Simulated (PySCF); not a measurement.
**CH4F2Si (SMILES C[SiH](F)F): levels of theory compared**

Wanted: a comparison of 6 runs (B3LYP/6-31G*, B2PLYP/cc-pVDZ, CAM-B3LYP/cc-pVDZ, wB97M-V/cc-pVDZ, wB97X/cc-pVDZ, SCS-MP2/cc-pVDZ) of CH4F2Si. 

Program for the calculation: PySCF 2.14.0.

2 further runs of the same task are left out: 2 set aside as unsound or not needed.

### Step 1. The system as given

CH4F2Si has 8 atoms, charge 0, and is taken as a singlet. SMILES: `C[SiH](F)F`. The coordinates come from a PBE0-D4/def2-TZVP relaxation.

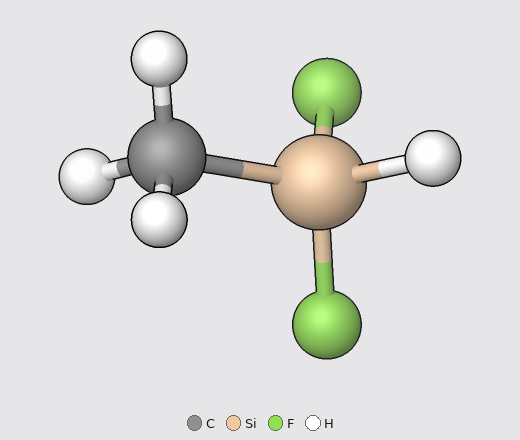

The structure, seen from a chosen angle (carbon grey, silicon light orange, fluorine green, hydrogen white).

### Step 2. A single-point energy at B3LYP/6-31G(d) (spherical functions) (run 1)

Input file mol.xyz:

```xyz
8

C     -0.387100     0.881700    -0.174700
Si     0.329300    -0.775200     0.180600
F      1.916300    -0.678300     0.226700
F     -0.035400    -1.783900    -0.994000
H     -0.013400     1.269000    -1.125400
H     -0.122700     1.591000     0.613300
H     -1.476800     0.824400    -0.231400
H     -0.118100    -1.385700     1.449000
```

Input file input.py:

```python
from pyscf import gto, dft

system = gto.Mole()
system.atom = 'mol.xyz'
system.spin = 0
system.basis = '6-31g*'
system.verbose = 3
system.max_memory = 1860
system.charge = 0
system.build()

myscf = dft.RKS(system, xc='b3lyp')
myscf.grids.level = 5
myscf.conv_tol = 1e-10
myscf.kernel()
if not myscf.converged:
    myscf = myscf.newton().run(myscf.mo_coeff, myscf.mo_occ)

e_tot = myscf.e_tot
print('E = %.10f Eh' % e_tot)
```

Launch:

```
$ OMP_NUM_THREADS=1 python input.py
```

Log:

```text
converged SCF energy = -529.820072164058
E = -529.8200721641 Eh
```

It took 14 s on 1 thread of Intel Xeon at 2.70GHz, shared host; peak memory 0.36 GiB.

### Step 3. A single-point energy at B2PLYP/cc-pVDZ (run 2)

Input file calc.py:

```python
from pyscf import gto, dft, mp

mol = gto.M(
    atom='''
C     -0.387100     0.881700    -0.174700
Si     0.329300    -0.775200     0.180600
F      1.916300    -0.678300     0.226700
F     -0.035400    -1.783900    -0.994000
H     -0.013400     1.269000    -1.125400
H     -0.122700     1.591000     0.613300
H     -1.476800     0.824400    -0.231400
H     -0.118100    -1.385700     1.449000
''',
    basis='cc-pvdz',
    verbose=3,
    spin=0,
    max_memory=1860,
)

mf = dft.RKS(mol, xc='0.53*HF + 0.47*B88, 0.73*LYP')
mf.conv_tol = 1e-10
mf.grids.level = 5
mf.kernel()
if not mf.converged:
    mf = mf.newton().run(mf.mo_coeff, mf.mo_occ)

pt = mp.MP2(mf, frozen=8).run()
etot = mf.e_tot + 0.27 * pt.e_corr
print('PT2 part  %.8f' % (0.27 * pt.e_corr))
print('Final energy', etot)
```

Launch:

```
$ OMP_NUM_THREADS=1 python calc.py
```

Log:

```text
converged SCF energy = -529.299837237532
E(RMP2) = -530.036740803007  E_corr = -0.736903565475458
E(SCS-RMP2) = -530.02245061682  E_corr = -0.722613379287835
PT2 part  -0.19896396
Final energy -529.4988012002103
```

It took 17 s on 1 thread of Intel Xeon at 2.70GHz, shared host; peak memory 0.41 GiB.

Runs 3 to 4 aren't shown in full; the table further down has their settings and results.

### Step 4. A single-point energy at wB97X/cc-pVDZ (run 5)

Input file calc.py:

```python
from pyscf import gto, dft

mol = gto.M(
    atom=[
    ('C', (-0.387100, 0.881700, -0.174700)),
    ('Si', (0.329300, -0.775200, 0.180600)),
    ('F', (1.916300, -0.678300, 0.226700)),
    ('F', (-0.035400, -1.783900, -0.994000)),
    ('H', (-0.013400, 1.269000, -1.125400)),
    ('H', (-0.122700, 1.591000, 0.613300)),
    ('H', (-1.476800, 0.824400, -0.231400)),
    ('H', (-0.118100, -1.385700, 1.449000)),
],
    charge=0,
    basis='cc-pvdz',
    max_memory=1860,
    verbose=4,
)

mf = dft.RKS(mol)
mf.xc = 'wb97x'
mf.conv_tol = 1e-10
mf.grids.level = 5
mf.kernel()
if not mf.converged:
    mf = mf.newton().run(mf.mo_coeff, mf.mo_occ)

e_final = mf.e_tot
print('E(%s) = %.9f' % ('WB97X', e_final))
```

Launch:

```
$ OMP_NUM_THREADS=1 python calc.py
```

Log:

```text
PySCF version 2.14.0

[... 75 lines left out ...]
converged SCF energy = -529.758760651127
E(WB97X) = -529.758760651
```

Run time: 25 s. Hardware: 1 thread of Intel Xeon at 2.70GHz, shared host; peak memory 0.4 GiB.

### Step 5. The energy at SCS-MP2/cc-pVDZ (run 6)

Input file input.py:

```python
from pyscf import gto, mp

molecule = gto.Mole()
molecule.atom = '''
C     -0.731513     1.666172    -0.330135
Si     0.622287    -1.464916     0.341285
F      3.621282    -1.281801     0.428401
F     -0.066896    -3.371082    -1.878388
H     -0.025322     2.398062    -2.126698
H     -0.231869     3.006554     1.158969
H     -2.790748     1.557890    -0.437283
H     -0.223177    -2.618593     2.738213
'''
molecule.max_memory = 1860
molecule.unit = 'bohr'
molecule.basis = 'cc-pvdz'
molecule.verbose = 4
molecule.build()

hf = molecule.RHF()
hf.conv_tol = 1e-10
hf.kernel()
if not hf.converged:
    hf = hf.newton().run(hf.mo_coeff, hf.mo_occ)

pt = mp.MP2(hf, frozen=8).run()
e_final = hf.e_tot + 1.2 * pt.e_corr_os + pt.e_corr_ss / 3
print('E = %.10f Eh' % e_final)
```

Launch:

```
$ OMP_NUM_THREADS=1 python input.py
```

Log:

```text
PySCF version 2.14.0

[... 60 lines left out ...]
converged SCF energy = -528.144348783551
[... 1 line left out ...]
******** <class 'pyscf.mp.mp2.RMP2'> ********
nocc = 13, nmo = 72
frozen orbitals 8
E(RMP2) = -528.758898675428  E_corr = -0.614549891876911
E(SCS-RMP2) = -528.74777130828  E_corr = -0.603422524728326
E_corr(same-spin) = -0.154658475604577
E_corr(oppo-spin) = -0.459891416272334
E = -528.7477713083 Eh
```

Wall time 1.9 s (1 thread of Intel Xeon at 2.70GHz, shared host); peak memory 0.18 GiB.

### Step 6. Overview of the runs

```
run                               level  frozen core orbitals  nlc grid  energy (Eh)  dipole moment (D) of the reference  HOMO energy (eV)  LUMO energy (eV)  wall time
  1  B3LYP/6-31G* (spherical functions)                     –         –  -529.820072                                2.04             -8.91              1.44       14 s
  2                      B2PLYP/cc-pVDZ                     8         –  -529.498801                                2.30            -10.64              2.88       17 s
  3                   CAM-B3LYP/cc-pVDZ                     –         –  -529.750293                                2.18            -10.64              2.71       24 s
  4                     wB97M-V/cc-pVDZ                     –         1  -529.721493                                2.14            -11.48              3.55       83 s
  5                       wB97X/cc-pVDZ                     –         –  -529.758761                                2.20            -11.68              3.88       25 s
  6                     SCS-MP2/cc-pVDZ                     8         –  -528.747771                                2.46            -12.91              4.83      1.9 s
```

### Step 7. What came out

| quantity | value |
| --- | --- |
| run 6: total energy | -528.74777 Eh |
| run 6: dipole moment (Hartree–Fock density) | 2.46 D |
| run 6: HOMO energy (Hartree–Fock orbitals) | -12.91 eV |
| run 6: LUMO energy (Hartree–Fock orbitals) | 4.83 eV |
| run 6: HOMO–LUMO gap (Hartree–Fock orbitals) | 17.74 eV |
| run 6: correlation energy (8 core orbitals frozen) | -603.4 mEh |

In words: Over runs 1, 2, 3, 4, 5 the dipole moment (its size) runs from 2.04 D (B3LYP/6-31G*) to 2.30 D (B2PLYP/cc-pVDZ). The two ends differ in method and basis. A double hybrid's value is that of its SCF part. Over runs 1, 2, 3, 4, 5 the HOMO–LUMO gap runs from 10.35 eV (B3LYP/6-31G*) to 15.56 eV (wB97X/cc-pVDZ). Totals of different functionals can't be ranked against each other. All runs together took 2.7 min, the longest 83 s.
